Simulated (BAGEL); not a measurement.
# C2H5Al (SMILES C=[CH][AlH2]), step by step

We compute a single-point energy (HF/cc-pVDZ), then a single-point energy (NEVPT2(2,2)/cc-pVDZ), then the energy (CASPT2(2,2)/cc-pVDZ) of C2H5Al. 

The calculation is run with BAGEL 1.2.2.

2 further runs of the same task are left out: 2 set aside as unsound or not needed.

## Step 1: The structure to begin with

C2H5Al has 8 atoms, charge 0, and is taken as a singlet. As SMILES, `C=[CH][AlH2]`. Geometry: relaxed at PBE0-D4/def2-TZVP.

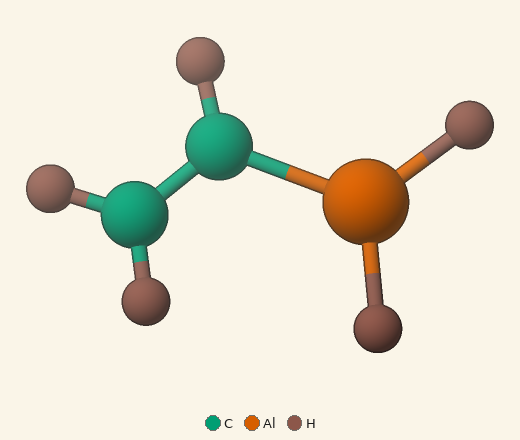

The structure, seen from a chosen angle (carbon teal, aluminium orange, hydrogen brown).

## Step 2: A single-point energy at HF/cc-pVDZ (density fitting with svp-jkfit) (run 1)

input.json reads:

```json
{ "bagel": [

{
  "title": "molecule",
  "basis": "cc-pvdz.json",
  "df_basis": "svp-jkfit",
  "angstrom": true,
  "geometry": [
    { "atom": "C", "xyz": [      -1.029912,       0.829184,      -0.357007 ] },
    { "atom": "C", "xyz": [       0.198988,       0.650984,       0.138093 ] },
    { "atom": "Al", "xyz": [       0.930788,      -1.139316,       0.261993 ] },
    { "atom": "H", "xyz": [      -1.636912,      -0.008616,      -0.695507 ] },
    { "atom": "H", "xyz": [      -1.495012,       1.809284,      -0.451907 ] },
    { "atom": "H", "xyz": [       0.735588,       1.546084,       0.452693 ] },
    { "atom": "H", "xyz": [       2.383988,      -1.417916,       0.837693 ] },
    { "atom": "H", "xyz": [       0.004400,      -2.327000,      -0.241900 ] }
  ]
},

{ "title": "hf" },

{ "title": "print", "file": "orbitals.molden", "orbitals": true }

]}
```

The basis set cc-pVDZ is read from a file made from the Basis Set Exchange's data (not shown).

Launch:

```
$ BAGEL_NUM_THREADS=1 BAGEL input.json > input.out
```

What it wrote:

```text
* using 1 threads per process

  ===============================================================
  ===============================================================

  *** Geometry ***

  { "atom" : "C", "xyz" : [     -1.946252,      1.566931,     -0.674645 ] },
  { "atom" : "C", "xyz" : [      0.376033,      1.230181,      0.260958 ] },
  { "atom" : "Al", "xyz" : [      1.758934,     -2.152995,      0.495095 ] },
[... 4 lines of this table left out ...]
  { "atom" : "H", "xyz" : [      0.008315,     -4.397393,     -0.457125 ] },

  Number of auxiliary basis functions:      368

  Since a DF basis is specified, we compute 2- and 3-index integrals:
    o Being stored without compression. Storage requirement is 0.015 GB

  Number of basis functions:       71
  Number of electrons      :       30

    * METHOD: MOLECULE                             0.10

  *** RHF ***

  === Nuclear Repulsion ===
    84.0797891766

      * DIIS with orbital gradients will be used.

  === RHF iteration (cc-pvdz.json) ===
      0       -320.42730923          0.01444806           0.02
      1       -320.51338985          0.00622722           0.02
      2       -320.52732027          0.00141407           0.02
[... 9 lines of this table left out ...]
     12       -320.52838733          0.00000000           0.02
    * SCF iteration converged.

    * Permanent dipole moment:
           (    0.182993,    -0.299485,     0.046495) a.u.

    * METHOD: HF                                   0.37

    * METHOD: PRINT                                0.01

  ===============================================================
```

It took 0.62 s on 1 thread of Arm Neoverse V2, shared host; peak memory 0.18 GiB.

## Step 3: A single-point energy at NEVPT2(2,2)/cc-pVDZ (density fitting with svp-jkfit) (run 2)

nevpt2.json reads:

```json
{ "bagel" : [

{
  "title" : "molecule",
  "basis" : "cc-pvdz.json",
  "df_basis" : "svp-jkfit",
  "angstrom" : true,
  "geometry" : [
    { "atom" : "C", "xyz" : [   -1.029912,    0.829184,   -0.357007 ] },
    { "atom" : "C", "xyz" : [    0.198988,    0.650984,    0.138093 ] },
    { "atom" : "Al", "xyz" : [    0.930788,   -1.139316,    0.261993 ] },
    { "atom" : "H", "xyz" : [   -1.636912,   -0.008616,   -0.695507 ] },
    { "atom" : "H", "xyz" : [   -1.495012,    1.809284,   -0.451907 ] },
    { "atom" : "H", "xyz" : [    0.735588,    1.546084,    0.452693 ] },
    { "atom" : "H", "xyz" : [    2.383988,   -1.417916,    0.837693 ] },
    { "atom" : "H", "xyz" : [    0.004400,   -2.327000,   -0.241900 ] }
  ]
},
{ "title" : "hf" },
{
  "title" : "nevpt2",
  "nstate" : 1,
  "nact" : 2,
  "nclosed" : 14,
  "nspin" : 0,
  "active" : [13, 20],
  "maxiter" : 200,
  "natocc" : true,
  "ncore" : 7
},
{ "title" : "print", "file" : "orbitals.molden", "orbitals" : true }

]}
```

The basis set cc-pVDZ is read from a file made from the Basis Set Exchange's data (not shown).

Launch:

```
$ BAGEL_NUM_THREADS=1 BAGEL nevpt2.json > nevpt2.out
```

What it wrote:

```text
* using 1 threads per process

  ===============================================================
  ===============================================================

  *** Geometry ***

  { "atom" : "C", "xyz" : [     -1.946252,      1.566931,     -0.674645 ] },
  { "atom" : "C", "xyz" : [      0.376033,      1.230181,      0.260958 ] },
  { "atom" : "Al", "xyz" : [      1.758934,     -2.152995,      0.495095 ] },
[... 4 lines of this table left out ...]
  { "atom" : "H", "xyz" : [      0.008315,     -4.397393,     -0.457125 ] },

[... 23 lines left out ...]
    * SCF iteration converged.
[... 1 line left out ...]
    * Permanent dipole moment:
[... 28 lines left out ...]
    * Second-order optimization converged. *
[... 9 lines left out ...]
     * ci vector, state   0, <S^2> = 0.0000
       2.     0.9947279587
       .2    -0.1025489546

  === DF-NEVPT2 calculation ===

    * 3-index integral transformation done
    * assembly done

      NEVPT2 correlation energy:   -0.3203265751      0.07

          (+0)     -0.2974646284
          (+0)'    -0.0012111539
          (+1)     -0.0032213428
          (+1)'    -0.0000000000
          (+2)     -0.0000858664
          (-1)     -0.0082950635
          (-1)'     0.0000000000
          (-2)     -0.0100485201

      NEVPT2 total energy:       -320.8621494149

    * METHOD: NEVPT2                               2.05

    * METHOD: PRINT                                0.01

  ===============================================================
```

Run time: 2.7 s. Hardware: 1 thread of Arm Neoverse V2, shared host; peak memory 0.18 GiB.

## Step 4: The energy at CASPT2(2,2)/cc-pVDZ (density fitting with svp-jkfit) (run 3)

job.json reads:

```json
{ "bagel" : [

{
  "title" : "molecule",
  "basis" : "cc-pvdz.json",
  "df_basis" : "svp-jkfit",
  "angstrom" : true,
  "geometry" : [
    { "atom" : "C", "xyz" : [   -1.029912,    0.829184,   -0.357007 ] },
    { "atom" : "C", "xyz" : [    0.198988,    0.650984,    0.138093 ] },
    { "atom" : "Al", "xyz" : [    0.930788,   -1.139316,    0.261993 ] },
    { "atom" : "H", "xyz" : [   -1.636912,   -0.008616,   -0.695507 ] },
    { "atom" : "H", "xyz" : [   -1.495012,    1.809284,   -0.451907 ] },
    { "atom" : "H", "xyz" : [    0.735588,    1.546084,    0.452693 ] },
    { "atom" : "H", "xyz" : [    2.383988,   -1.417916,    0.837693 ] },
    { "atom" : "H", "xyz" : [    0.004400,   -2.327000,   -0.241900 ] }
  ]
},
{
  "title" : "hf"
},
{
  "title" : "casscf",
  "nstate" : 1,
  "nact" : 2,
  "nclosed" : 14,
  "active" : [13, 20],
  "maxiter" : 200,
  "natocc" : true
},
{
  "title" : "print",
  "file" : "orbitals.molden",
  "orbitals" : true
},
{
  "title" : "smith",
  "method" : "caspt2",
  "ms" : true,
  "xms" : true,
  "sssr" : true,
  "shift" : 0.2,
  "shift_imag" : true,
  "ncore" : 7
}

]}
```

The basis set cc-pVDZ is read from a file made from the Basis Set Exchange's data (not shown).

Launch:

```
$ BAGEL_NUM_THREADS=1 BAGEL job.json > job.out
```

What it wrote:

```text
* using 1 threads per process

  ===============================================================
  ===============================================================

  *** Geometry ***

  { "atom" : "C", "xyz" : [     -1.946252,      1.566931,     -0.674645 ] },
  { "atom" : "C", "xyz" : [      0.376033,      1.230181,      0.260958 ] },
  { "atom" : "Al", "xyz" : [      1.758934,     -2.152995,      0.495095 ] },
[... 4 lines of this table left out ...]
  { "atom" : "H", "xyz" : [      0.008315,     -4.397393,     -0.457125 ] },

[... 25 lines left out ...]
    * Permanent dipole moment:
[... 37 lines left out ...]
     * ci vector, state   0, <S^2> = 0.0000
[... 21 lines left out ...]
       #      aibj      arbs      arbi      airj      risj      airs      arst      rist         Etot      error   time
[... 9 lines left out ...]
      ------------------------------------------------------------------------------------------------------------------

    * CASPT2 energy : state  0     -320.8663079364
        w/o shift correction       -320.8639168594
        reference weight              0.8868138138

    * METHOD: SMITH                                0.25

  ===============================================================
```

Wall time 2.8 s (1 thread of Arm Neoverse V2, shared host); peak memory 0.18 GiB.

## Step 5: What came out

| quantity | value |
| --- | --- |
| run 1, HF/cc-pVDZ: total energy | -320.52839 Eh |
| run 1, HF/cc-pVDZ: dipole moment | 0.90 D |
| run 1, HF/cc-pVDZ: HOMO energy | -10.32 eV |
| run 1, HF/cc-pVDZ: LUMO energy | 1.28 eV |
| run 1, HF/cc-pVDZ: HOMO–LUMO gap | 11.60 eV |
| run 2, NEVPT2(2,2)/cc-pVDZ: total energy | -320.86215 Eh |
| run 3, CASPT2(2,2)/cc-pVDZ: total energy | -320.86631 Eh |
